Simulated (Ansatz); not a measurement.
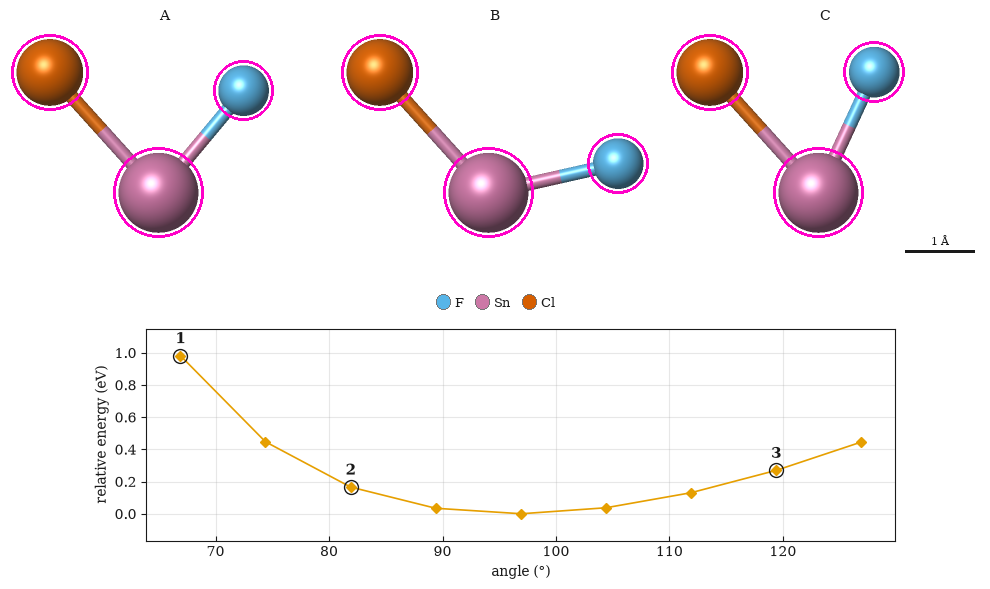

A scan of SnClF: the F–Sn–Cl angle is varied, with the rest of the molecule carried along rigidly. The frames are shuffled; the numbered points of the plot belong to them. A ball-and-stick model, seen onto the plane of the angle. The ringed atoms are those of the scanned coordinate.

Level of theory: r2SCAN-D4 (def2-TZVPP, Ansatz), on geometries moved rigidly from the minimum at PBE0-D4/def2-TZVP. Elements past krypton carry the basis set's effective core potentials. Energies are counted from the PBE0-D4/def2-TZVP minimum geometry at the same level.

Match the frames to the points.

Answer. Point 1 is frame C (the angle 66.9°, 0.982 eV); 2 is frame A (the angle 81.9°, 0.166 eV); 3 is frame B (the angle 119.4°, 0.269 eV). The lowest computed point lies at the angle 96.9° (0.000 eV). The curvature at the lowest point is about 4.3 eV/rad².
